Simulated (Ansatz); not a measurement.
**CH₂Al₂ (charge +1, doublet): density, localisation and related maps**

Input file:

```
basis:
  gaussian:
    orbitals: def2-TZVPD
crystal:
  periodic: [false, false, false]
  atoms:
    - {symbol: C, position_ang: [-0.383336, -0.128463, 0.231429]}
    - {symbol: Al, position_ang: [-1.630901, 0.010941, -1.115077]}
    - {symbol: Al, position_ang: [1.396284, -0.454133, 0.255678]}
    - {symbol: H, position_ang: [2.929209, -0.739769, 0.202536]}
    - {symbol: H, position_ang: [-0.895586, 0.030345, 1.199574]}
total_charge: 1
magnetization:
  spin_polarized: true
  initial_magnetization: 1
hamiltonian:
  xc: pbe0
output: {forces: true, orbitals: {seedname: orbitals}}
```

Launched as:

```sh
ansatz run input.yaml --threads 1 --pin off --max-ram 2610MiB --events-out events.jsonl --progress --plain --runs-dir runs
```

Geometry: PBE0-D3(BJ)/def2-SVP.

Level of theory: Ansatz 0.2.0, isolated molecule in a Gaussian basis; Kohn-Sham density functional theory, functional PBE0.

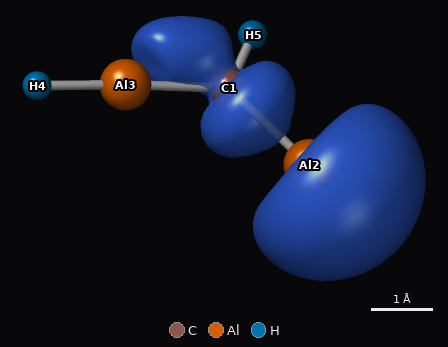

Figure 1. Isosurfaces of the spin density at +0.015 (blue) and −0.015 e/Å³ (red), seen at a tilt.

Where is the unpaired spin?

Answer. The unpaired spin (1 electron) lies mostly on Al2 (about 0.8) and C1 (about 0.2), in electrons by Hirshfeld's partition.

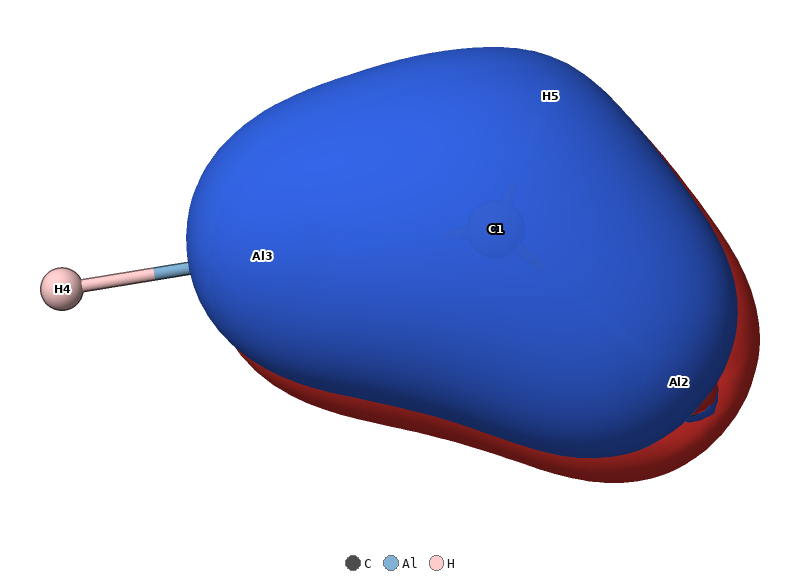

Figure 2. One frontier orbital at ±0.08 Å⁻³ᐟ² (blue and red are the two phases), seen across its widest extent.

Which orbital is it: HOMO (β) or LUMO (β)?

Answer. The HOMO (β), at −11.20 eV. It lies mainly on C1 (about 55 %), Al3 (about 20 %) and Al2 (about 20 %); it changes sign across the molecular plane (π type); π-bonding across C1–Al2 and C1–Al3.
